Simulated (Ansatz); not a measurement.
**Run report: GaN2H9, geometry relaxation (part 2 of 3)**

The same run, continued: GaN2H9; RKS PBE0-D4/def2-TZVP (Ansatz 0.2.0). The geometry is a transition state displaced along its imaginary mode. The reaction was set up to form Ga1–N6, H5–N8 and H2–H7 and to break Ga1–H2, H5–N6 and H7–N8 (atoms counted from 1 in the order of the input); sticks are drawn by distance alone.

Geometry of the input (Å):
```
Ga -1.1683  0.4888  -1.0264
H  0.7476  0.5509  -1.2844
H  -1.4760  -0.4966  -2.2078
H  -1.3866  2.0473  -1.0854
H  0.7250  -0.4917  1.0422
N  -1.1994  -0.2635  0.6927
H  1.0067  0.3256  -0.7500
N  1.6815  -0.3693  0.6917
H  -1.6117  0.3465  1.3850
H  -1.6801  -1.1511  0.7325
H  2.2171  0.2583  1.2630
H  2.1443  -1.2452  0.5469
```

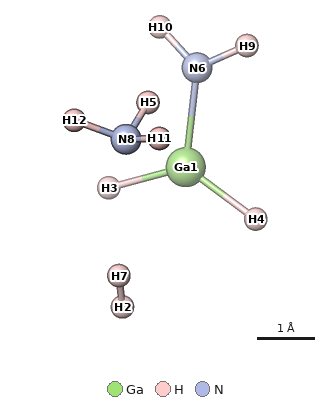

*The geometry at step 16 of the log (ball-and-stick view, seen at an oblique angle; atoms are numbered from 1 in the order of the input).*

### Trajectory as extended XYZ, continued
```
12
Properties=species:S:1:pos:R:3:forces:R:3 step=5 energy=-55495.13989
Ga   -1.3318    0.4984   -1.0116   -0.0600   0.0085  -0.0054
H     0.7517    0.7134   -1.6168    0.0857  -0.0358   0.0734
H    -1.4960   -0.4878   -2.2145    0.0027  -0.0041   0.0046
H    -1.4212    2.0584   -1.0902    0.0045  -0.0053   0.0060
H     0.8303   -0.5009    1.0485   -0.0309  -0.0065   0.0063
N    -1.3309   -0.2513    0.6855   -0.1363  -0.0373   0.0944
H     1.0662    0.4037   -0.9785   -0.0608   0.0781  -0.1709
N     1.8014   -0.4123    0.7514    0.1334  -0.1276   0.0851
H    -1.6697    0.3240    1.4460    0.0617  -0.0475  -0.0728
H    -1.7185   -1.1812    0.7802    0.0663   0.0814  -0.0143
H     2.2887    0.1671    1.4230   -0.0078   0.0053   0.0014
H     2.2299   -1.3315    0.7771   -0.0584   0.0910  -0.0078
12
Properties=species:S:1:pos:R:3:forces:R:3 step=6 energy=-55495.15341
Ga   -1.3580    0.4949   -1.0024   -0.0603   0.0202  -0.0337
H     0.7924    0.7498   -1.7006    0.0281  -0.0185   0.0418
H    -1.5117   -0.4961   -2.2050    0.0116   0.0243   0.0315
H    -1.4370    2.0572   -1.0783    0.0107  -0.0423   0.0025
H     0.8235   -0.4965    1.0335   -0.0404  -0.0066   0.0116
N    -1.3348   -0.2531    0.6910   -0.1148  -0.0096   0.0260
H     1.0870    0.4423   -1.0617   -0.0019   0.0363  -0.0863
N     1.8063   -0.4236    0.7754    0.1402  -0.1005   0.0685
H    -1.6542    0.3190    1.4605    0.0460  -0.0331  -0.0321
H    -1.7028   -1.1887    0.7939    0.0483   0.0427   0.0034
H     2.2734    0.1455    1.4708   -0.0151  -0.0037  -0.0181
H     2.2161   -1.3506    0.8230   -0.0524   0.0908  -0.0151
12
Properties=species:S:1:pos:R:3:forces:R:3 step=7 energy=-55495.16407
Ga   -1.4566    0.4982   -1.0047    0.0690  -0.0077   0.0293
H     0.8637    0.7944   -1.8086   -0.0651   0.0682  -0.1433
H    -1.5650   -0.4933   -2.2033   -0.0218  -0.0215  -0.0203
H    -1.4907    2.0557   -1.0797   -0.0180   0.0271   0.0010
H     0.8455   -0.4981    1.0325    0.0426   0.0143  -0.0380
N    -1.3801   -0.2457    0.6782   -0.1509  -0.0529   0.1432
H     1.1531    0.4932   -1.1811    0.0809  -0.0606   0.1270
N     1.8421   -0.4421    0.8224    0.0695  -0.0618   0.1711
H    -1.6332    0.3143    1.4820    0.0528  -0.0806  -0.1162
H    -1.6850   -1.2008    0.8130    0.0583   0.1249  -0.0155
H     2.2810    0.1036    1.5578   -0.0624  -0.0298  -0.0990
H     2.2253   -1.3795    0.8913   -0.0550   0.0806  -0.0394
12
Properties=species:S:1:pos:R:3:forces:R:3 step=8 energy=-55495.16323 accepted=F
Ga   -1.4688    0.4908   -0.9902   -0.0078  -0.0089   0.0208
H     0.9079    0.8207   -1.8606   -0.0428   0.0331  -0.0674
H    -1.5812   -0.5043   -2.1875    0.0046  -0.0005   0.0020
H    -1.5049    2.0496   -1.0633    0.0047  -0.0002   0.0018
H     0.8427   -0.4543    0.9475    0.3054  -0.0352   0.0431
N    -1.3971   -0.2525    0.6920   -0.0688  -0.0030   0.0126
H     1.2009    0.5196   -1.2342    0.0590  -0.0307   0.0575
N     1.8621   -0.4478    0.8296   -0.1769  -0.0327   0.1391
H    -1.6318    0.3050    1.5003    0.0390  -0.0371  -0.0473
H    -1.6836   -1.2104    0.8322    0.0449   0.0567  -0.0048
H     2.2603    0.0850    1.5971   -0.0866  -0.0363  -0.1129
H     2.1937   -1.4013    0.9370   -0.0746   0.0947  -0.0443
12
Properties=species:S:1:pos:R:3:forces:R:3 step=9 energy=-55495.16721
Ga   -1.4580    0.4942   -0.9964    0.0119   0.0034  -0.0128
H     0.8928    0.8073   -1.8349    0.0107  -0.0120   0.0249
H    -1.5745   -0.5014   -2.1972    0.0059   0.0277   0.0353
H    -1.4984    2.0560   -1.0705    0.0040  -0.0422   0.0032
H     0.8367   -0.4866    1.0165    0.0716   0.0064  -0.0244
N    -1.3906   -0.2497    0.6862   -0.0886  -0.0194   0.0529
H     1.1911    0.5050   -1.2056   -0.0071   0.0155  -0.0345
N     1.8381   -0.4439    0.8246   -0.0138  -0.0301   0.1020
H    -1.6330    0.3085    1.4922    0.0327  -0.0420  -0.0580
H    -1.6829   -1.2065    0.8236    0.0364   0.0665  -0.0077
H     2.2708    0.1018    1.5617   -0.0350  -0.0193  -0.0582
H     2.2080   -1.3848    0.8997   -0.0288   0.0453  -0.0226
12
Properties=species:S:1:pos:R:3:forces:R:3 step=10 energy=-55495.16942
Ga   -1.4711    0.4844   -0.9748    0.0107   0.0166  -0.0268
H     0.9718    0.8312   -1.8914   -0.0010   0.0001  -0.0012
H    -1.5698   -0.5074   -2.1761    0.0028  -0.0080   0.0127
H    -1.4907    2.0438   -1.0535    0.0019  -0.0119   0.0170
H     0.8041   -0.4791    1.0057    0.0781   0.0103  -0.0287
N    -1.4288   -0.2568    0.7027   -0.0446  -0.0402   0.0915
H     1.2648    0.5288   -1.2624   -0.0060   0.0053  -0.0128
N     1.8062   -0.4397    0.8187   -0.0532  -0.0203   0.0617
H    -1.6221    0.2944    1.5255    0.0080  -0.0310  -0.0622
H    -1.6720   -1.2241    0.8560    0.0121   0.0709  -0.0213
H     2.2365    0.1059    1.5557   -0.0065  -0.0049  -0.0201
H     2.1713   -1.3813    0.8939   -0.0024   0.0131  -0.0098
12
Properties=species:S:1:pos:R:3:forces:R:3 step=11 energy=-55495.16976
Ga   -1.4772    0.4844   -0.9740    0.0122   0.0136  -0.0218
H     0.9778    0.8334   -1.8979   -0.0026   0.0022  -0.0056
H    -1.5713   -0.5081   -2.1752    0.0016  -0.0056   0.0136
H    -1.4928    2.0438   -1.0517    0.0010  -0.0128   0.0153
H     0.8104   -0.4791    1.0054    0.0645   0.0080  -0.0223
N    -1.4410   -0.2566    0.7032   -0.0308  -0.0366   0.0829
H     1.2712    0.5313   -1.2695   -0.0028   0.0029  -0.0072
N     1.8125   -0.4406    0.8208   -0.0516  -0.0144   0.0477
H    -1.6290    0.2940    1.5274    0.0063  -0.0295  -0.0592
H    -1.6791   -1.2248    0.8575    0.0104   0.0666  -0.0198
H     2.2419    0.1048    1.5582   -0.0060  -0.0040  -0.0159
H     2.1767   -1.3825    0.8958   -0.0022   0.0096  -0.0075
12
Properties=species:S:1:pos:R:3:forces:R:3 step=12 energy=-55495.17056
Ga   -1.4705    0.4803   -0.9647   -0.0064   0.0036  -0.0122
H     0.9908    0.8454   -1.9289    0.0108  -0.0092   0.0172
H    -1.5569   -0.5153   -2.1622    0.0036  -0.0090  -0.0044
H    -1.4791    2.0382   -1.0364    0.0038   0.0109   0.0040
H     0.8074   -0.4777    1.0052    0.0384   0.0027  -0.0074
N    -1.4594   -0.2597    0.7117   -0.0044  -0.0310   0.0607
H     1.2857    0.5434   -1.3011   -0.0077   0.0105  -0.0206
N     1.8089   -0.4402    0.8226   -0.0545   0.0010  -0.0045
H    -1.6446    0.2905    1.5357    0.0014  -0.0125  -0.0294
H    -1.6932   -1.2281    0.8656    0.0036   0.0350  -0.0117
H     2.2385    0.1050    1.5590    0.0059   0.0026   0.0065
H     2.1725   -1.3820    0.8937    0.0056  -0.0046   0.0019
12
Properties=species:S:1:pos:R:3:forces:R:3 step=13 energy=-55495.17098
Ga   -1.4664    0.4758   -0.9545   -0.0062  -0.0070   0.0088
H     1.0121    0.8539   -1.9522    0.0119  -0.0073   0.0131
H    -1.5429   -0.5223   -2.1502    0.0020  -0.0058  -0.0091
H    -1.4656    2.0335   -1.0222    0.0028   0.0147  -0.0023
H     0.8007   -0.4778    1.0075    0.0066  -0.0007   0.0015
N    -1.4744   -0.2641    0.7223    0.0071  -0.0149   0.0220
H     1.3067    0.5525   -1.3246   -0.0070   0.0082  -0.0151
N     1.7999   -0.4374    0.8184   -0.0343   0.0072  -0.0297
H    -1.6609    0.2864    1.5450   -0.0026   0.0002  -0.0079
H    -1.7097   -1.2317    0.8747   -0.0010   0.0102  -0.0058
H     2.2335    0.1091    1.5510    0.0122   0.0078   0.0186
H     2.1672   -1.3778    0.8849    0.0086  -0.0125   0.0058
12
Properties=species:S:1:pos:R:3:forces:R:3 step=14 energy=-55495.17234
Ga   -1.4547    0.4585   -0.9157   -0.0008  -0.0238   0.0511
H     1.1005    0.8858   -2.0367    0.0099   0.0046  -0.0121
H    -1.5000   -0.5432   -2.1092   -0.0011  -0.0035  -0.0130
H    -1.4223    2.0156   -0.9778    0.0000   0.0147  -0.0071
H     0.7681   -0.4783    1.0127   -0.0442  -0.0094   0.0257
N    -1.5222   -0.2801    0.7607    0.0292   0.0170  -0.0511
H     1.3872    0.5858   -1.4074   -0.0020  -0.0030   0.0086
N     1.7607   -0.4275    0.8015    0.0052   0.0170  -0.0735
H    -1.7080    0.2704    1.5822   -0.0119   0.0226   0.0258
H    -1.7558   -1.2473    0.9115   -0.0130  -0.0304   0.0011
H     2.2064    0.1237    1.5225    0.0187   0.0165   0.0349
H     2.1403   -1.3634    0.8558    0.0101  -0.0223   0.0097
12
Properties=species:S:1:pos:R:3:forces:R:3 step=15 energy=-55495.17642
Ga   -1.4381    0.4326   -0.8580    0.0140  -0.0603   0.1375
H     1.2378    0.9364   -2.1687    0.0104   0.0193  -0.0440
H    -1.4405   -0.5738   -2.0477   -0.0036   0.0003  -0.0147
H    -1.3621    1.9881   -0.9120   -0.0020   0.0123  -0.0119
H     0.7203   -0.4830    1.0311   -0.0385  -0.0219   0.0508
N    -1.5991   -0.3030    0.8153    0.0695   0.0554  -0.1429
H     1.5104    0.6376   -1.5360   -0.0021  -0.0174   0.0401
N     1.7018   -0.4137    0.7795   -0.0037   0.0253  -0.1108
H    -1.7763    0.2470    1.6380   -0.0270   0.0385   0.0454
H    -1.8247   -1.2711    0.9660   -0.0288  -0.0546   0.0032
H     2.1687    0.1452    1.4806    0.0129   0.0178   0.0370
H     2.1020   -1.3422    0.8120   -0.0009  -0.0147   0.0105
12
Properties=species:S:1:pos:R:3:forces:R:3 step=16 energy=-55495.18967
Ga   -1.3881    0.4008   -0.7891    0.0065  -0.1002   0.2328
H     1.3702    0.9867   -2.3008    0.0182   0.0232  -0.0534
H    -1.3562   -0.6088   -1.9765    0.0056   0.0073  -0.0038
H    -1.2768    1.9552   -0.8370    0.0068  -0.0031  -0.0101
H     0.6611   -0.4962    1.0683    0.1729  -0.0214   0.0263
N    -1.6625   -0.3299    0.8779    0.0815   0.0734  -0.1762
H     1.6225    0.6881   -1.6617   -0.0113  -0.0207   0.0482
N     1.6239   -0.3943    0.7463   -0.1260   0.0123  -0.0209
H    -1.8643    0.2250    1.6930   -0.0208   0.0085  -0.0051
H    -1.9129   -1.2944    1.0192   -0.0208  -0.0012  -0.0083
H     2.1252    0.1777    1.4157   -0.0565  -0.0218  -0.0295
H     2.0581   -1.3099    0.7448   -0.0561   0.0437   0.0000
12
Properties=species:S:1:pos:R:3:forces:R:3 step=17 energy=-55495.22661
Ga   -1.3157    0.3628   -0.7088    0.0850  -0.0961   0.2320
H     1.5090    1.0375   -2.4299    0.0456  -0.0030   0.0029
H    -1.2543   -0.6475   -1.8964    0.0066   0.0140   0.0105
H    -1.1718    1.9166   -0.7559    0.0053  -0.0285  -0.0035
H     0.5911   -0.5265    1.1412    0.3462   0.0125  -0.0602
N    -1.7073   -0.3580    0.9415    0.0560   0.0415  -0.0969
H     1.7320    0.7373   -1.7802   -0.0438   0.0066  -0.0107
N     1.5058   -0.3708    0.7053   -0.2139  -0.0218   0.1155
H    -1.9421    0.2032    1.7444   -0.0201  -0.0084  -0.0471
H    -1.9912   -1.3160    1.0702   -0.0185   0.0425  -0.0262
H     2.0558    0.2231    1.3186   -0.1341  -0.0304  -0.0858
H     1.9889   -1.2617    0.6501   -0.1143   0.0710  -0.0306
12
Properties=species:S:1:pos:R:3:forces:R:3 step=18 energy=-55495.32280
Ga   -1.1895    0.3098   -0.6001    0.2474  -0.0975   0.2327
H     1.6521    1.0856   -2.5534    0.0743  -0.0550   0.1171
H    -1.1066   -0.6978   -1.7921    0.0015   0.0160   0.0273
H    -1.0210    1.8638   -0.6512   -0.0018  -0.0459   0.0065
H     0.5150   -0.5615    1.2209    0.6773   0.1100  -0.2976
N    -1.7470   -0.3916    1.0176    0.0269  -0.0158   0.0252
H     1.8368    0.7831   -1.8905   -0.0746   0.0603  -0.1288
N     1.3464   -0.3359    0.6436   -0.3679  -0.1478   0.4200
H    -2.0335    0.1815    1.7969   -0.0123  -0.0315  -0.1129
H    -2.0844   -1.3366    1.1227   -0.0065   0.1109  -0.0547
H     1.9483    0.2918    1.1781   -0.3019  -0.0958  -0.1875
H     1.8834   -1.1922    0.5076   -0.2625   0.1922  -0.0472
12
Properties=species:S:1:pos:R:3:forces:R:3 step=19 energy=-55495.48331
Ga   -1.0324    0.2722   -0.5279    0.4576  -0.0287   0.0310
H     1.6659    1.0854   -2.5524    0.0906  -0.1043   0.2266
H    -1.0069   -0.7196   -1.7416    0.0645   0.0166   0.0280
H    -0.9227    1.8342   -0.6033    0.0663  -0.0367   0.0042
H     0.5411   -0.6256    1.3575    0.5154   0.2673  -0.6174
N    -1.6982   -0.4080    1.0500   -0.4041  -0.2743   0.6212
H     1.8251    0.7802   -1.8813   -0.0712   0.1165  -0.2555
N     1.2048   -0.3200    0.6166   -0.2770  -0.1467   0.5775
H    -2.0749    0.1874    1.7786    0.0607  -0.1120  -0.2538
H    -2.1284   -1.3243    1.1051    0.0794   0.2693  -0.0885
H     1.8452    0.3611    1.0315   -0.3390  -0.1046  -0.1931
H     1.7815   -1.1230    0.3671   -0.2431   0.1376  -0.0801
12
Properties=species:S:1:pos:R:3:forces:R:3 step=20 energy=-55495.63651
Ga   -0.8643    0.2302   -0.4487   -0.1455  -0.0778   0.2524
H     1.6904    1.0870   -2.5585    0.0183   0.0247  -0.0571
H    -0.9222   -0.7277   -1.7020    0.1326   0.0050   0.1361
H    -0.8370    1.8057   -0.5740    0.1302  -0.1412   0.0860
H     0.5199   -0.6192    1.3458    0.3000   0.1311  -0.3134
N    -1.7001   -0.4377    1.1158    0.1688  -0.0279   0.0426
H     1.8267    0.7852   -1.8916    0.0194  -0.0069   0.0142
N     1.1246   -0.2954    0.5696   -0.0334  -0.1947   0.4882
H    -2.1308    0.1792    1.7919    0.0304  -0.0298  -0.2037
H    -2.1843   -1.3258    1.1214    0.0389   0.1711  -0.1149
H     1.7693    0.4012    0.9478   -0.3462  -0.0169  -0.2075
H     1.7078   -1.0827    0.2826   -0.3137   0.1631  -0.1228
12
Properties=species:S:1:pos:R:3:forces:R:3 step=21 energy=-55495.70513
Ga   -0.8052    0.1947   -0.3727   -0.1657   0.0901  -0.2090
H     1.7171    1.1004   -2.5899    0.0162   0.0195  -0.0454
H    -0.7793   -0.7799   -1.6105   -0.0869   0.0243  -0.0316
H    -0.6912    1.7619   -0.4775   -0.0848   0.0221  -0.0369
H     0.5342   -0.6462    1.4030    0.1444   0.1355  -0.3121
N    -1.6455   -0.4681    1.1798   -0.5566  -0.1588   0.4075
H     1.8442    0.7984   -1.9216    0.0294  -0.0012   0.0007
N     0.9980   -0.2844    0.5546    1.0017  -0.2865   0.5104
H    -2.1649    0.1850    1.7595    0.1147  -0.1012  -0.1956
H    -2.2178   -1.3034    1.0960    0.1236   0.2030  -0.0595
H     1.6343    0.4672    0.8235   -0.2684  -0.1111  -0.0770
H     1.5762   -1.0257    0.1558   -0.2675   0.1644   0.0485
12
Properties=species:S:1:pos:R:3:forces:R:3 step=22 energy=-55495.76234
Ga   -0.8424    0.1698   -0.3141   -0.1532   0.0063  -0.0024
H     1.8488    1.1536   -2.7238    0.0039   0.0106  -0.0247
H    -0.8482   -0.7891   -1.5631    0.0179  -0.0207  -0.0159
H    -0.7589    1.7373   -0.4360    0.0195   0.0258   0.0044
H     0.6250   -0.6670    1.4428    0.0859   0.0254  -0.0625
N    -1.7354   -0.4830    1.2193    0.0438  -0.0201   0.0434
H     1.9712    0.8527   -2.0535    0.0089  -0.0046   0.0102
N     1.0472   -0.3003    0.5870    0.1689  -0.0658   0.1189
H    -2.2643    0.1814    1.7649    0.0099   0.0866  -0.0062
H    -2.3176   -1.2994    1.1041    0.0051  -0.0536  -0.0697
H     1.6661    0.4683    0.8198   -0.1042   0.0400   0.0169
H     1.6087   -1.0243    0.1524   -0.1063  -0.0299  -0.0124
12
Properties=species:S:1:pos:R:3:forces:R:3 step=23 energy=-55495.76906
Ga   -0.8696    0.1616   -0.2939    0.0012  -0.0135   0.0322
H     1.9139    1.1823   -2.7937    0.0015   0.0052  -0.0123
H    -0.8577   -0.8007   -1.5437    0.0029   0.0084   0.0076
H    -0.7679    1.7314   -0.4136    0.0031  -0.0135  -0.0004
H     0.6552   -0.6807    1.4731    0.0163   0.0015  -0.0054
N    -1.7567   -0.4915    1.2395   -0.0120  -0.0084   0.0198
H     2.0334    0.8818   -2.1224    0.0033  -0.0028   0.0066
N     1.0414   -0.3093    0.6067    0.0582   0.0095  -0.0299
H    -2.2896    0.1810    1.7731    0.0081   0.0297  -0.0093
H    -2.3436   -1.3036    1.1098    0.0077  -0.0128  -0.0286
H     1.6492    0.4736    0.8164   -0.0442   0.0165   0.0177
H     1.5922   -1.0258    0.1487   -0.0461  -0.0196   0.0021
12
Properties=species:S:1:pos:R:3:forces:R:3 step=24 energy=-55495.77045
Ga   -0.8771    0.1510   -0.2694    0.0087   0.0044  -0.0082
H     1.9586    1.2029   -2.8451    0.0015  -0.0002  -0.0002
H    -0.8599   -0.8088   -1.5213   -0.0025   0.0020   0.0009
H    -0.7692    1.7201   -0.3918   -0.0027  -0.0023  -0.0009
H     0.6740   -0.6892    1.4884    0.0183  -0.0004   0.0010
N    -1.7754   -0.4985    1.2572   -0.0305  -0.0039   0.0116
H     2.0755    0.9027   -2.1727   -0.0004   0.0009  -0.0014
N     1.0381   -0.3130    0.6152    0.0044   0.0078  -0.0173
H    -2.3150    0.1824    1.7746    0.0158  -0.0097  -0.0091
H    -2.3682   -1.3045    1.1108    0.0163   0.0120   0.0006
H     1.6371    0.4795    0.8125   -0.0156  -0.0100   0.0098
H     1.5815   -1.0246    0.1416   -0.0133  -0.0006   0.0131
12
Properties=species:S:1:pos:R:3:forces:R:3 step=25 energy=-55495.77054
Ga   -0.8788    0.1500   -0.2669   -0.0014  -0.0017   0.0042
H     1.9708    1.2079   -2.8582    0.0009   0.0001  -0.0008
H    -0.8634   -0.8087   -1.5195    0.0013  -0.0009  -0.0003
H    -0.7726    1.7189   -0.3904    0.0015   0.0006   0.0005
H     0.6768   -0.6919    1.4935   -0.0022  -0.0006   0.0023
N    -1.7774   -0.4996    1.2597    0.0036   0.0018  -0.0042
H     2.0859    0.9081   -2.1854   -0.0006   0.0003   0.0001
N     1.0348   -0.3145    0.6186   -0.0120   0.0034  -0.0097
H    -2.3159    0.1814    1.7770   -0.0035   0.0044   0.0048
H    -2.3693   -1.3054    1.1131   -0.0039  -0.0063   0.0000
H     1.6320    0.4790    0.8149    0.0086   0.0069   0.0050
H     1.5771   -1.0252    0.1437    0.0077  -0.0078  -0.0019
12
Properties=species:S:1:pos:R:3:forces:R:3 step=26 energy=-55495.77056
Ga   -0.8795    0.1496   -0.2661   -0.0005  -0.0006   0.0012
H     1.9743    1.2094   -2.8624    0.0010   0.0000  -0.0007
H    -0.8634   -0.8093   -1.5185   -0.0003  -0.0001   0.0003
H    -0.7725    1.7186   -0.3894   -0.0001  -0.0001   0.0003
H     0.6753   -0.6920    1.4932   -0.0011  -0.0011   0.0028
N    -1.7786   -0.4998    1.2604    0.0015   0.0014  -0.0033
H     2.0879    0.9099   -2.1891   -0.0009   0.0002   0.0002
N     1.0344   -0.3145    0.6186   -0.0026   0.0009  -0.0032
H    -2.3168    0.1811    1.7782   -0.0008  -0.0002   0.0010
H    -2.3703   -1.3060    1.1140   -0.0008  -0.0006   0.0008
H     1.6319    0.4787    0.8164    0.0024   0.0003   0.0005
H     1.5774   -1.0257    0.1447    0.0023  -0.0003   0.0000
12
Properties=species:S:1:pos:R:3:forces:R:3 step=27 energy=-55495.77057
Ga   -0.8800    0.1494   -0.2654    0.0000   0.0004  -0.0006
H     1.9792    1.2105   -2.8672    0.0014  -0.0004   0.0000
H    -0.8639   -0.8097   -1.5177   -0.0001   0.0002   0.0002
H    -0.7729    1.7184   -0.3884   -0.0001  -0.0002   0.0000
H     0.6745   -0.6926    1.4936    0.0000   0.0004  -0.0006
N    -1.7794   -0.5000    1.2608   -0.0002   0.0003  -0.0006
H     2.0879    0.9120   -2.1926   -0.0017   0.0006  -0.0004
N     1.0339   -0.3148    0.6193    0.0008  -0.0013   0.0026
H    -2.3174    0.1808    1.7790    0.0002  -0.0014  -0.0004
H    -2.3709   -1.3064    1.1147    0.0003   0.0012   0.0007
H     1.6317    0.4782    0.8181   -0.0005  -0.0015  -0.0012
H     1.5775   -1.0259    0.1458   -0.0001   0.0019   0.0001
```
